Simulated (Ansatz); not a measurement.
**FGaGeH3N: density, localisation and related maps**

The calculation's input:

```
crystal:
  periodic: [false, false, false]
  atoms:
    - symbol: F
      position_ang: [-1.455813, 1.165186, 1.429292]
    - symbol: Ga
      position_ang: [0.213045, 1.129388, 0.249793]
    - symbol: Ge
      position_ang: [-1.793171, -0.724327, 1.359003]
    - symbol: N
      position_ang: [-0.340083, -0.735432, 0.335169]
    - symbol: H
      position_ang: [0.077319, -1.560023, -0.092707]
    - symbol: H
      position_ang: [-0.195107, 1.875658, -1.059010]
    - symbol: H
      position_ang: [1.392893, 1.507939, 1.199073]
basis:
  gaussian:
    orbitals: def2-TZVPD
output: {forces: true, orbitals: {seedname: orbitals}}
hamiltonian:
  xc: pbe0
```

Command:

```sh
ansatz run input.yaml --threads 2 --pin off --max-ram 4350MiB --events-out events.jsonl --progress --plain --runs-dir runs
```

Geometry: r2SCAN-D4/def2-SVP.

Theory: Ansatz, isolated molecule in a Gaussian basis; Kohn-Sham density functional theory, functional PBE0.

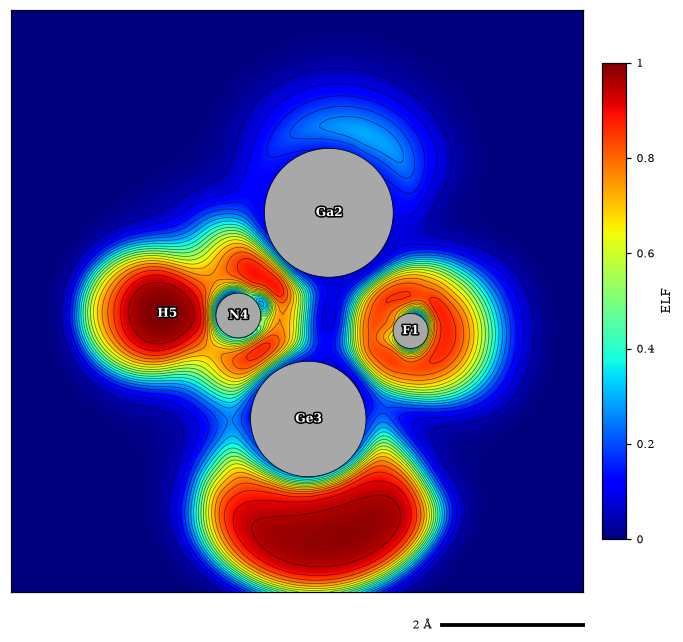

Figure 1. Electron localisation function on the plane of atoms Ga2, N4 and H5. Grey discs cover the atomic cores.

> Interpret the plot.

The section cuts through F, Ga, Ge, N and H sites.
Ge–N (1.78 Å): the ELF peaks at about 0.85 in the valence shell of N, 0.6 Å from its nucleus, and is about 0.40 at the midpoint.
Ge–F (1.92 Å): the ELF peaks at about 0.85 in the valence shell of F, 0.5 Å from its nucleus, and is about 0.20 at the midpoint.
Ga–N (1.95 Å): the ELF peaks at about 0.90 in the valence shell of N, 0.7 Å from its nucleus, and is about 0.35 at the midpoint.
Ga–F (2.04 Å): the ELF peaks at about 0.85 in the valence shell of F, 0.5 Å from its nucleus, and is about 0.15 at the midpoint.
N–H (1.02 Å): the ELF climbs to about 1 towards the hydrogen, as it does in any bond to H: a covalent bond by its length.
The ELF also peaks beside F1, away from the bonds: lone-pair regions.

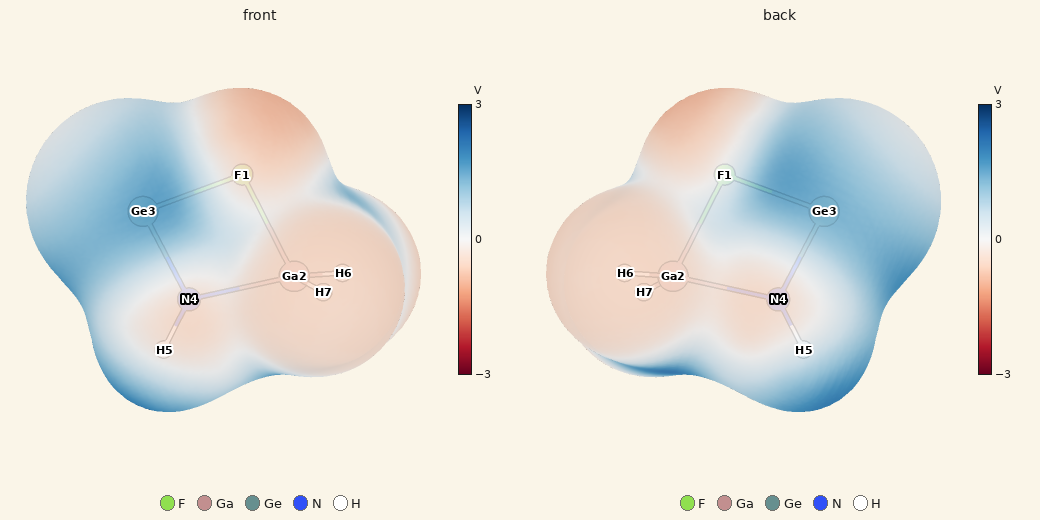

Figure 2. The electrostatic potential painted on the density surface at 0.002 e/bohr³, seen from the front and from behind; red is negative and blue positive.

> Where is the surface potential most negative and most positive?

The most negative region (about −0.9 V) lies over F1, the most positive (about +2.0 V) over Ga2 and H5.

> What dipole moment does the calculation give?

Its dipole moment is 2.64 D.

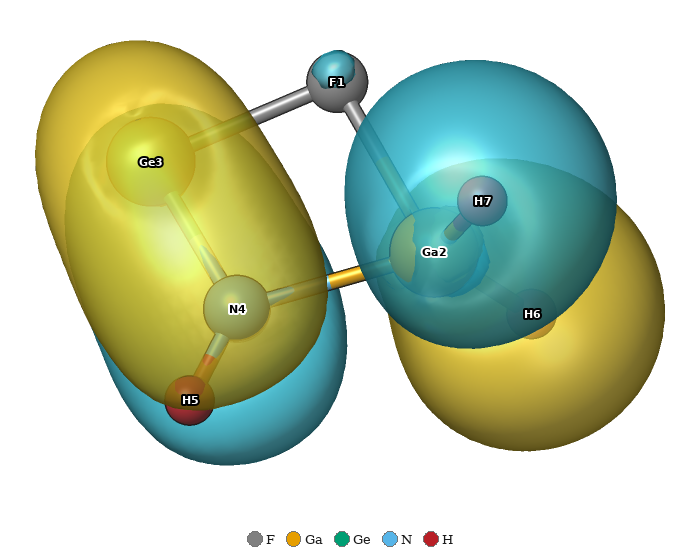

Figure 3. The HOMO at ±0.06 Å⁻³ᐟ² (yellow and cyan are the two phases), seen at a tilt.

> What is the character of this orbital?

Its weight (Hirshfeld) is mainly on N4 (about 35 %), Ga2 (about 20 %), H7 (about 15 %), H6 (about 15 %) and Ge3 (about 15 %). Its energy is −7.57 eV.
